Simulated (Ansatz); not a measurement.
# Abstraction of H: HNCO + GeH2Br → NCO + GeH3Br

Species: HNCO `N=C=O`, singlet; GeH2Br `[GeH2][Br]`, doublet; NCO (nco radical) `[N]=C=O`, doublet; GeH3Br `[GeH3][Br]`, singlet. A radical takes H: the energy is the difference in strength between the N–H bond broken and the Ge–H bond made.

Shapes, held fixed at every level: PBE0-D4/def2-TZVP. Programs: Ansatz 0.2.0. The zero-point and thermal change to 298 K, harmonic and unscaled (PBE0-D4/def2-TZVP), is -6.4 kJ/mol.

```csv
level,kind,ΔH(298 K) (kJ/mol),less CCSD(T)/def2-TZVPP,CPU time (sum over the molecules)
MP2/def2-TZVPP,perturbation theory,+149.2,+45.1,–
HF/def2-SVP,Hartree–Fock,+74.3,-29.8,–
PBE-D4/def2-TZVPP,GGA,+127.6,+23.5,33 s
r2SCAN-D4/def2-TZVPP,meta-GGA,+117.5,+13.4,59 s
PBE0-D4/def2-TZVPP,global hybrid,+121.9,+17.8,17 s
r2SCAN0-D4/def2-TZVPP,global hybrid,+115.8,+11.7,46 s
wB97X-V/def2-TZVPP,range-separated hybrid,+104.6,+0.5,53 s
CCSD(T)/def2-TZVPP,coupled cluster or CI,+104.1,0.0,95 s
```

The highest level, CCSD(T)/def2-TZVPP, gives ΔH(298 K) = +104.1 kJ/mol; the levels span +74.3 to +149.2. The column of differences is taken from that level and isn't an error. No measured value is set beside it here. Spin contamination: NCO (⟨S²⟩ up to 0.84). Open shells run unrestricted. Relativity is left out for Br, Ge. Outer-core shells of Br, Ge are correlated in most correlated rows, in sets that cover them unevenly. Times are processor times on shared x86 and Arm servers, and rough.

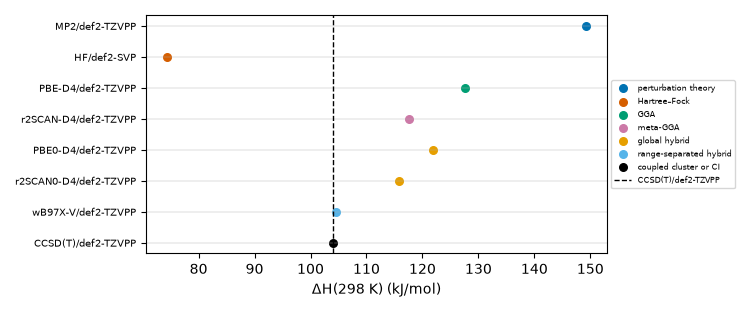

The values of the table, level by level.
